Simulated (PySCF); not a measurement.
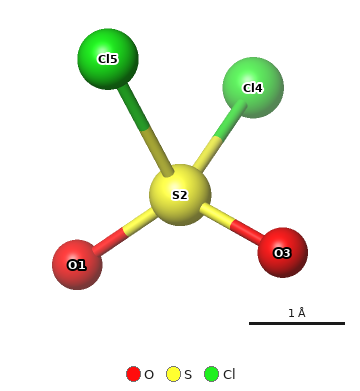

The input geometry of run 1 (ball-and-stick view, seen at a tilt; atoms are numbered from 1 in the order of the input). Bond lengths as drawn: Cl–S 2.01 Å and O–S 1.42 Å.

## SCl2O2: a changed input and its effect

System: SCl2O2 (Sulfuryl chloride), SMILES O=S(=O)(Cl)Cl.
Method of run 1: GIAO KT3/pcSseg-2 NMR shielding, non-relativistic, gas phase (PySCF 2.14.0).

The geometry comes from this level: PBE0-D3(BJ)/def2-TZVP. Text and figures count atoms from 1; the logs count them from 0 in places.

### The input, run 1
```
{"job": {"kind": "nmr", "xc": "KT3", "basis": "pcSseg-2", "pop": false}, "charge": 0, "multiplicity": 1}
O      0.887825    -0.498114    -1.181812
S      0.174976    -0.184884     0.000421
O      0.386226    -0.856285     1.228672
Cl     0.376693     1.789603     0.336020
Cl    -1.789688    -0.285433    -0.423658
```

The first line tells a small driver script what to run in PySCF; the rest is the geometry in Å.

Command:
```bash
OMP_NUM_THREADS=2 python <driver script> task.json out
```

Hardware: 2 CPU threads, shared host.

### Output (run 1)
```
coarse grid: 7048 points
cycle   1  E = -1479.7543175630  dE =  1.471e+00  |g| = 1.248e+00  |ddm| = 2.213e+00
cycle   2  E = -1477.4872306963  dE =  2.267e+00  |g| = 3.504e+00  |ddm| = 3.191e+00
cycle   3  E = -1479.9997785667  dE = -2.513e+00  |g| = 3.709e-01  |ddm| = 2.755e+00
cycle   4  E = -1480.0201447939  dE = -2.037e-02  |g| = 2.594e-01  |ddm| = 5.738e-01
cycle   5  E = -1480.0353646044  dE = -1.522e-02  |g| = 7.710e-02  |ddm| = 2.469e-01
cycle   6  E = -1480.0366662571  dE = -1.302e-03  |g| = 1.610e-02  |ddm| = 7.472e-02
cycle   7  E = -1480.0367360995  dE = -6.984e-05  |g| = 2.856e-03  |ddm| = 1.646e-02
cycle   8  E = -1480.0367374103  dE = -1.311e-06  |g| = 1.101e-03  |ddm| = 2.575e-03
final grid: 57656 points
cycle   9  E = -1480.0636985020  dE = -2.898e-04  |g| = 3.731e-02  |ddm| = 5.627e-02
cycle  10  E = -1480.0628055688  dE =  8.929e-04  |g| = 7.029e-02  |ddm| = 7.257e-02
cycle  11  E = -1480.0638273400  dE = -1.022e-03  |g| = 1.741e-02  |ddm| = 6.195e-02
cycle  12  E = -1480.0638832838  dE = -5.594e-05  |g| = 4.424e-03  |ddm| = 1.105e-02
cycle  13  E = -1480.0638877237  dE = -4.440e-06  |g| = 1.048e-03  |ddm| = 3.847e-03
cycle  14  E = -1480.0638879152  dE = -1.915e-07  |g| = 4.585e-04  |ddm| = 8.572e-04
cycle  15  E = -1480.0638879553  dE = -4.005e-08  |g| = 8.012e-05  |ddm| = 3.109e-04
cycle  16  E = -1480.0638879566  dE = -1.277e-09  |g| = 1.656e-05  |ddm| = 5.986e-05
cycle  17  E = -1480.0638879566  dE = -5.343e-11  |g| = 2.673e-06  |ddm| = 1.374e-05
converged SCF energy = -1480.0638879566

GIAO shielding tensors (ppm)
atom      isotropic    diamagn.    paramagn.     s11        s22        s33       span
  0 O      -51.968     394.892    -446.860   -106.907    -66.956     17.958    124.865
  1 S      224.092    1048.262    -824.170     39.267     97.465    535.544    496.277
  2 O      -51.984     394.927    -446.910   -106.940    -66.982     17.970    124.909
  3 Cl     190.122    1147.963    -957.841   -246.652   -158.338    975.357   1222.009
  4 Cl     190.675    1147.963    -957.288   -245.742   -157.527    975.294   1221.036
```

The input of run 2 differs as follows (lines with − go, lines with + come):
```diff
-"xc": "KT3"
+"xc": "PBE0"
-"pop": false
```

What does this change do to the results?

The total energies belong to different methods, so their difference says nothing on which is more stable or more accurate. The HOMO goes from −8.52 to −9.97 eV. The LUMO goes from −4.02 to −3.01 eV. The dipole moment goes from 1.60 to 1.85 D. Of all shieldings, the largest change is that of S2, by −52.7 ppm. The functional changes from KT3 to PBE0. Exact exchange removes part of the self-interaction error of semilocal functionals, which pushes filled and empty levels apart. The SCF takes 14 iterations against 17.

### Output (run 2)
```
coarse grid: 7048 points
cycle   1  E = -1468.3088143322  dE =  1.519e+00  |g| = 1.149e+00  |ddm| = 2.201e+00
cycle   2  E = -1467.4626112094  dE =  8.462e-01  |g| = 2.465e+00  |ddm| = 2.067e+00
cycle   3  E = -1468.5362813821  dE = -1.074e+00  |g| = 1.391e-01  |ddm| = 1.519e+00
cycle   4  E = -1468.5383804343  dE = -2.099e-03  |g| = 1.153e-01  |ddm| = 2.172e-01
cycle   5  E = -1468.5412945496  dE = -2.914e-03  |g| = 1.879e-02  |ddm| = 9.213e-02
cycle   6  E = -1468.5413658170  dE = -7.127e-05  |g| = 4.957e-03  |ddm| = 1.780e-02
cycle   7  E = -1468.5413714551  dE = -5.638e-06  |g| = 5.129e-04  |ddm| = 4.014e-03
final grid: 57656 points
cycle   8  E = -1468.5474861148  dE = -3.039e-05  |g| = 8.253e-03  |ddm| = 1.617e-02
cycle   9  E = -1468.5474687025  dE =  1.741e-05  |g| = 1.157e-02  |ddm| = 1.219e-02
cycle  10  E = -1468.5474949899  dE = -2.629e-05  |g| = 2.078e-03  |ddm| = 8.925e-03
cycle  11  E = -1468.5474957009  dE = -7.110e-07  |g| = 5.807e-04  |ddm| = 1.287e-03
cycle  12  E = -1468.5474957730  dE = -7.212e-08  |g| = 9.242e-05  |ddm| = 4.671e-04
cycle  13  E = -1468.5474957746  dE = -1.643e-09  |g| = 1.782e-05  |ddm| = 7.117e-05
cycle  14  E = -1468.5474957747  dE = -3.570e-11  |g| = 1.242e-05  |ddm| = 1.726e-05
converged SCF energy = -1468.5474957747

GIAO shielding tensors (ppm)
atom      isotropic    diamagn.    paramagn.     s11        s22        s33       span
  0 O      -39.629     393.387    -433.017    -86.154    -49.148     16.414    102.568
  1 S      171.405    1045.009    -873.604    -19.696     43.813    490.097    509.794
  2 O      -39.646     393.421    -433.067    -86.184    -49.173     16.420    102.604
  3 Cl     181.729    1145.863    -964.134   -261.967   -172.885    980.039   1242.006
  4 Cl     182.294    1145.864    -963.569   -261.019   -172.051    979.953   1240.972
```

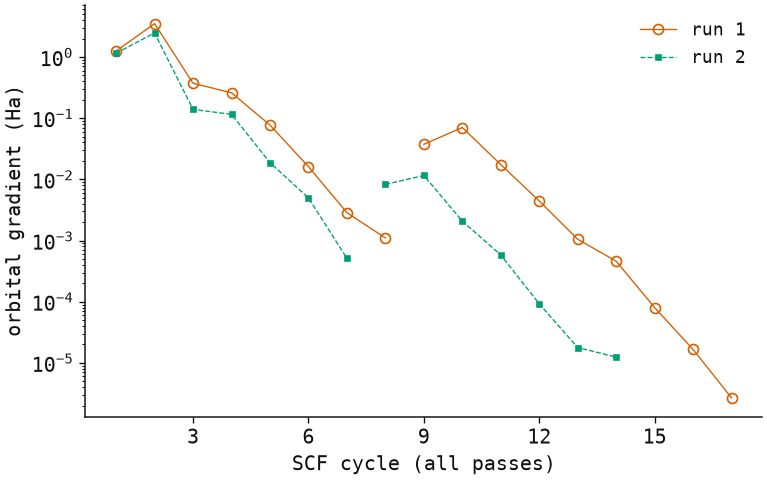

Convergence of the two runs: orbital gradient against the SCF cycle. A break in a curve parts two SCF passes (coarse and final grid). Run 1 takes 17 cycles in all, and run 2 takes 14.

### The two runs side by side

| quantity | run 1 | run 2 |
| --- | --- | --- |
| outcome | converged | converged |
| total energy (hartree) | −1480.063888 | −1468.547496 |
| HOMO (eV) | −8.52 | −9.97 |
| LUMO (eV) | −4.02 | −3.01 |
| dipole moment (D) | 1.60 | 1.85 |
| shielding of O1 (ppm) | −52.0 | −39.6 |
| shielding of S2 (ppm) | 224.1 | 171.4 |
| shielding of O3 (ppm) | −52.0 | −39.6 |
| shielding of Cl4 (ppm) | 190.1 | 181.7 |
| shielding of Cl5 (ppm) | 190.7 | 182.3 |
| SCF iterations | 17 | 14 |
| basis functions | 201 | 201 |
| wall time (shared host) | 11 s | 10 s |
